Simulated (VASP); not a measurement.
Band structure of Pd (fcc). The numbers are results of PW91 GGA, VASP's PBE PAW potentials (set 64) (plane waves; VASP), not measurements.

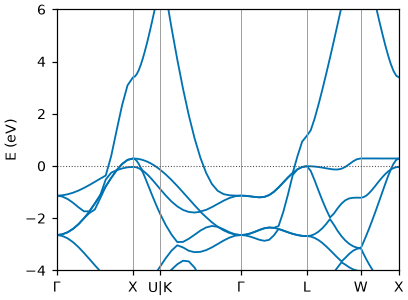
Figure. Bands along high-symmetry lines, zero at the valence-band maximum or, without a gap, the Fermi level

Q: Read the plot: is there a gap, and where are the band edges?

A: It has no gap at this level: it comes out as a metal or semimetal. (Edges off the drawn lines would not show.)

The compound is Pd in the fcc structure. It was relaxed first.
